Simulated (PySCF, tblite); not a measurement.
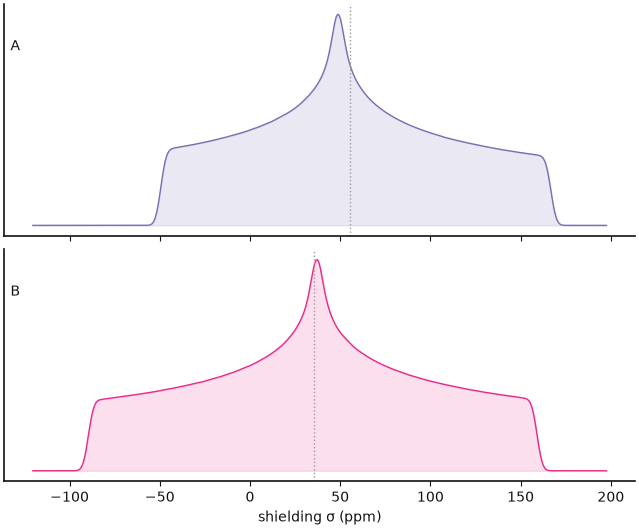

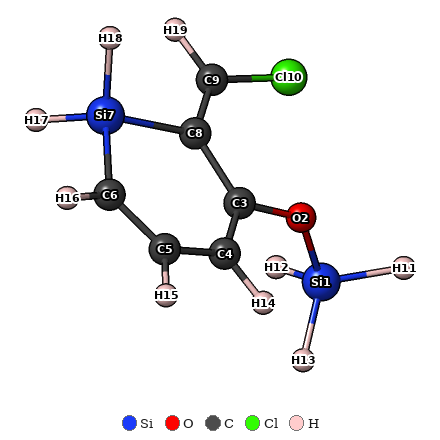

Static powder patterns (¹³C) from GIAO shielding tensors of C₆H₉ClOSi₂, SMILES [SiH3]OC1=CC=C[SiH2]/C1=C/Cl, PBE0/pcSseg-1 with PySCF, at a GFN2-xTB geometry (a minimum by its frequencies); absolute shielding, one fixed geometry of the isolated molecule without any motion, no dipolar terms. The dotted line is the isotropic value; skew is 3(σiso − σ22)/span.

> The panels belong to C5 and C8. Which is which?

panel A: C8, σ11, σ22, σ33 = −49, 49, 167 ppm, isotropic 55, span 216 ppm, skew 0.09; panel B: C5, σ11, σ22, σ33 = −90, 37, 159 ppm, isotropic 36, span 249 ppm, skew −0.02.

Caveats: the tight-binding geometry is rougher than a DFT one and adds to the error; one conformer of a flexible molecule.
